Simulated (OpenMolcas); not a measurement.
## KCl: excited-state calculation (part 2 of 2)

KCl; CASSCF/ANO-RCC-VTZP, DKH2 (OpenMolcas 26.06). The geometry comes from this level: PBE0-D4/def2-TZVP.

Geometry of the input (Å):
```
Cl 1.1425  -0.4056  0.5757
K  -1.1425  0.4056  -0.5757
```

Log, continued
```
                   CL1      K2
      Nuclear     17.0000  19.0000
      Electronic -17.9457 -18.0543

      Total       -0.9457   0.9457
--

      Natural Bond Order analysis for root number:  1

++    Natural Bond Order analysis
      ---------------------------
      Based on LoProp computed density
      -------------------------------------------------------------------------------------
      Atom A       Atom B       Bond Order
      -------------------------------------------------------------------------------------
      The remaining   17.935 electrons are to be considered as diffuse
--

--

      Von Neumann Entropy (Root   2) =  1.04279

      Mulliken population analysis for root number:  2
      -----------------------------------------------

++    Molecular charges:
      ------------------

      Mulliken charges per centre
      ---------------------------

                CL1     K2
      Total   16.9647 19.0353

      N-E      0.0353 -0.0353

      Total electronic charge=   36.000000

      Total            charge=   -0.000000
--

      Expectation values of various properties for root number:  2
      -----------------------------------------------------------

++    Molecular properties:
      ---------------------

      Charge (e):
                      =   -0.0000
      Dipole Moment (debye):
      Origin of the operator (angstrom)=   -0.0617    0.0219   -0.0311
                   X=  3.2345E+00               Y= -1.1481E+00               Z=  1.6299E+00           Total=  3.7996E+00
      Quadrupole Moment (debye*angstrom):
      Origin of the operator (angstrom)=   -0.0617    0.0219   -0.0311
                  XX= -4.1955E+01              XY=  1.9443E+00              XZ= -3.1740E+00              YY= -3.8534E+01
                  YZ=  1.6442E-01              ZZ= -3.7830E+01
      In traceless form (debye*angstrom)
                  XX= -3.7731E+00              XY=  2.9165E+00              XZ= -4.7610E+00              YY=  1.3590E+00
                  YZ=  2.4663E-01              ZZ=  2.4142E+00
--

      LoProp population analysis for root number:  2
      -----------------------------------------------

++    LoProp analysis:
      ----------------

++    Static properties:
      ------------------

      LoProp Charges per center

                   CL1      K2
      Nuclear     17.0000  19.0000
      Electronic -16.9838 -19.0162

      Total        0.0162  -0.0162
--

      Natural Bond Order analysis for root number:  2

++    Natural Bond Order analysis
      ---------------------------
      Based on LoProp computed density
      -------------------------------------------------------------------------------------
      Atom A       Atom B       Bond Order
      -------------------------------------------------------------------------------------
      NBO located      0.971 non-bonded electrons on atom CL1
      NBO located      0.999 non-bonded electrons on atom CL1
      NBO located      1.000 non-bonded electrons on atom CL1
      NBO located      1.000 non-bonded electrons on atom CL1
      NBO located      1.000 non-bonded electrons on atom CL1
      NBO located      1.000 non-bonded electrons on atom CL1
      NBO located      0.986 non-bonded electrons on atom K2
      NBO located      0.993 non-bonded electrons on atom K2
      NBO located      0.996 non-bonded electrons on atom K2
      NBO located      0.998 non-bonded electrons on atom K2
      NBO located      0.999 non-bonded electrons on atom K2
      NBO located      1.000 non-bonded electrons on atom K2
      NBO located      1.000 non-bonded electrons on atom K2
      NBO located      1.000 non-bonded electrons on atom K2
      NBO located      1.000 non-bonded electrons on atom K2
      The remaining    2.885 electrons are to be considered as diffuse
--

--

      Von Neumann Entropy (Root   3) =  1.04279

      Mulliken population analysis for root number:  3
      -----------------------------------------------

++    Molecular charges:
      ------------------

      Mulliken charges per centre
      ---------------------------

                CL1     K2
      Total   16.9647 19.0353

      N-E      0.0353 -0.0353

      Total electronic charge=   36.000000

      Total            charge=   -0.000000
--

      Expectation values of various properties for root number:  3
      -----------------------------------------------------------

++    Molecular properties:
      ---------------------

      Charge (e):
                      =   -0.0000
      Dipole Moment (debye):
      Origin of the operator (angstrom)=   -0.0617    0.0219   -0.0311
                   X=  3.2345E+00               Y= -1.1481E+00               Z=  1.6299E+00           Total=  3.7996E+00
      Quadrupole Moment (debye*angstrom):
      Origin of the operator (angstrom)=   -0.0617    0.0219   -0.0311
                  XX= -4.2566E+01              XY=  1.7637E+00              XZ= -2.0900E+00              YY= -3.6857E+01
                  YZ=  1.7041E+00              ZZ= -3.8897E+01
      In traceless form (debye*angstrom)
                  XX= -4.6886E+00              XY=  2.6455E+00              XZ= -3.1350E+00              YY=  3.8742E+00
                  YZ=  2.5561E+00              ZZ=  8.1440E-01
--

      LoProp population analysis for root number:  3
      -----------------------------------------------

++    LoProp analysis:
      ----------------

++    Static properties:
      ------------------

      LoProp Charges per center

                   CL1      K2
      Nuclear     17.0000  19.0000
      Electronic -16.9838 -19.0162

      Total        0.0162  -0.0162
--

      Natural Bond Order analysis for root number:  3

++    Natural Bond Order analysis
      ---------------------------
      Based on LoProp computed density
      -------------------------------------------------------------------------------------
      Atom A       Atom B       Bond Order
      -------------------------------------------------------------------------------------
      NBO located      0.971 non-bonded electrons on atom CL1
      NBO located      0.983 non-bonded electrons on atom CL1
      NBO located      0.999 non-bonded electrons on atom CL1
      NBO located      1.000 non-bonded electrons on atom CL1
      NBO located      1.000 non-bonded electrons on atom CL1
      NBO located      1.000 non-bonded electrons on atom CL1
      NBO located      1.000 non-bonded electrons on atom CL1
      NBO located      0.986 non-bonded electrons on atom K2
      NBO located      0.993 non-bonded electrons on atom K2
      NBO located      0.996 non-bonded electrons on atom K2
      NBO located      0.998 non-bonded electrons on atom K2
      NBO located      0.999 non-bonded electrons on atom K2
      NBO located      1.000 non-bonded electrons on atom K2
      NBO located      1.000 non-bonded electrons on atom K2
      NBO located      1.000 non-bonded electrons on atom K2
      NBO located      1.000 non-bonded electrons on atom K2
      The remaining    1.903 electrons are to be considered as diffuse
--

--

      Average orbitals are written to the RASORB file
      Natural orbitals for root   1 are written to the RASORB.1 file
      Natural orbitals for root   2 are written to the RASORB.2 file
      Natural orbitals for root   3 are written to the RASORB.3 file
      Spin density orbitals for root   1 are written to the SPDORB.1 file
      Spin density orbitals for root   2 are written to the SPDORB.2 file
      Spin density orbitals for root   3 are written to the SPDORB.3 file

--- Stop Module: rasscf /rc=_RC_ALL_IS_WELL_ ---
           step6.RasOrb.3 step6.rasscf.h5 step6.SpdOrb.1 step6.SpdOrb.2 step6.SpdOrb.3 xmldump
--- Module rasscf spent 2 seconds ---

--- Start Module: rassi ---

                                               &RASSI

                       available to each process: 1.9 GB of memory, 1 thread

      ********************************************************************************
      *                             General data section                             *
      ********************************************************************************

   Specific data for JOBIPH file JOBIPH
   -------------------------------------

   Header from SEWARD:

   CASSCF title (first line only):
       (No title given)

  STATE IRREP:                1
  SPIN MULTIPLICITY:          1
  ACTIVE ELECTRONS:           4
  MAX RAS1 HOLES:             0
  MAX RAS3 ELECTRONS:         0
  NR OF CONFIG:              50

   The following data are common to all the states:
   ------------------------------------------------
   (note: frozen counts as inactive, deleted as secondary)

      Nr of irreps: 1

                 Total     No./Irrep
      Irrep                  1
                             a

      INACTIVE      16      16
      ACTIVE         5       5
      SECONDARY     51      51
      BASIS         72      72

      RAS1           0       0
      RAS2           5       5
      RAS3           0       0

        MATRIX ELEMENTS WILL BE COMPUTED FOR THE FOLLOWING ONE-ELECTRON OPERATORS, UNLESS ZERO BY SYMMETRY.
   (Herm=Hermitian, Anti=Antihermitian, Sing=Singlet operator, Trip=Triplet operator)
     MLTPL  0   1 (HERMSING)     MLTPL  1   1 (HERMSING)     MLTPL  1   2 (HERMSING)
     MLTPL  1   3 (HERMSING)     MLTPL  2   1 (HERMSING)     MLTPL  2   2 (HERMSING)
     MLTPL  2   3 (HERMSING)     MLTPL  2   4 (HERMSING)     MLTPL  2   5 (HERMSING)
     MLTPL  2   6 (HERMSING)     VELOCITY   1 (ANTISING)     VELOCITY   2 (ANTISING)
     VELOCITY   3 (ANTISING)     ANGMOM     1 (ANTISING)     ANGMOM     2 (ANTISING)
     ANGMOM     3 (ANTISING)     MLTPV  2   1 (ANTISING)     MLTPV  2   2 (ANTISING)
     MLTPV  2   3 (ANTISING)     MLTPV  2   4 (ANTISING)     MLTPV  2   5 (ANTISING)
     MLTPV  2   6 (ANTISING)

       EIGENSTATES OF A SPIN-FREE HAMILTONIAN WILL BE COMPUTED BASED ON:

  A Hamiltonian matrix computed by RASSI.

  Nr of states:                    3

   State:        1   2   3
  JobIph:        1   1   1
 Root nr:        1   2   3

  HAMILTONIAN MATRIX FOR THE ORIGINAL STATES:

  Diagonal, with energies
  -1062.47935539  -1062.32917608  -1062.32917608

      OVERLAP MATRIX FOR THE ORIGINAL STATES:

  Diagonal, with elements
      1.00000000      1.00000000      1.00000000

::    RASSI State    1     Total energy:   -1062.47935539015748
::    RASSI State    2     Total energy:   -1062.32917608132402
::    RASSI State    3     Total energy:   -1062.32917608132402

      ****************************************************************************************************
      *                                         Spin-free section                                        *
      *                 Note: index according to input order, order according to energy.                 *
      ****************************************************************************************************

  SPIN-FREE ENERGIES:
  (Shifted by EMIN (a.u.) =      -1062.4793553902)

 SF State       Relative EMIN(au)   Rel lowest level(eV)    D:o, cm**(-1)

     1             0.0000000000        0.0000000000              0.0000
     2             0.1501793088        4.0865871788          32960.5484
     3             0.1501793088        4.0865871788          32960.5484

++ Dipole transition strengths (spin-free states):
   -----------------------------------------------
     for osc. strength at least  1.00000000E-05

      From   To        Osc. strength     Einstein coefficients Ax, Ay, Az (sec-1)    Total A (sec-1)
     -----------------------------------------------------------------------------------------------
         1    2       1.88419937E-02  3.61897011E+06  1.42501494E+06  8.60995335E+06  1.36539384E+07
         1    3       1.88419937E-02  1.40300260E+05  1.09822261E+07  2.53141201E+06  1.36539384E+07
     -----------------------------------------------------------------------------------------------
--

++ Velocity transition strengths (spin-free states):
   -------------------------------------------------
     for osc. strength at least  1.00000000E-05

      From   To        Osc. strength     Einstein coefficients Ax, Ay, Az (sec-1)    Total A (sec-1)
     -----------------------------------------------------------------------------------------------
         1    2       2.46421059E-02  4.73299409E+06  1.86367587E+06  1.12603468E+07  1.78570167E+07
         1    3       2.46421059E-02  1.83488749E+05  1.43628739E+07  3.31065406E+06  1.78570167E+07
     -----------------------------------------------------------------------------------------------
--

++ Length and velocity gauge comparison (spin-free states):
   --------------------------------------------------------

 --------------------------------------------------
 A comparison between the dipole oscillator strengths in
 length and velocity gauge will be performed

     All dipole oscillator differences above the tolerance of   1.00000000E-01  will be printed

 Due to basis set deficiency these oscillator may be problematic

 The tolerance is defined as ABS(1-O_l/O_v)
 O_l : dipole oscillator strength in length gauge
 O_p : dipole oscillator strength in velocity gauge
 --------------------------------------------------

  Problematic transitions have been found

      From   To       Difference (%) Osc. st. (len.) Osc. st. (vel.)
     ---------------------------------------------------------------
         1    2            23.537405  1.88419937E-02  2.46421059E-02
         1    3            23.537405  1.88419937E-02  2.46421059E-02
     ---------------------------------------------------------------

 Number of problematic transitions =                     2

--

 Electric-dipole - electric-octupole not included
 Electric-dipole - magnetic-quadrupole not included

      ****************************************************************************************************
      *                                    Special properties section                                    *
      ****************************************************************************************************

--- Stop Module: rassi /rc=_RC_ALL_IS_WELL_ ---

.##################.
.# Happy landing! #.
.##################.

    Timing: Wall=7.41 User=6.66 System=0.74
```

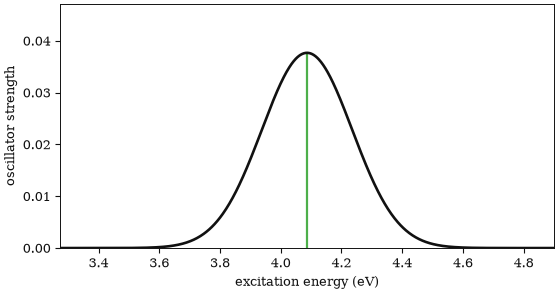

Fig. 1: Computed excitations as sticks (degenerate states added up, dark ones marked on the axis), with a Gaussian envelope of 0.35 eV full width at half maximum, scaled to the tallest. Of the 2 states the lowest lies at 4.09 eV (f = 0.019); the strongest line is at 4.09 eV, or 303 nm (f = 0.038, summed over 2 states that lie within 0.004 eV).

Summary

| quantity | value |
| --- | --- |
| outcome | converged |
| total energy | −1062.479355 hartree |
| CASSCF energy | −1062.479355 hartree |
| basis functions | 72 |
| lowest singlet excitation | 4.09 eV |
| wall time | 7.8 s |
| peak memory | 0.12 GiB |
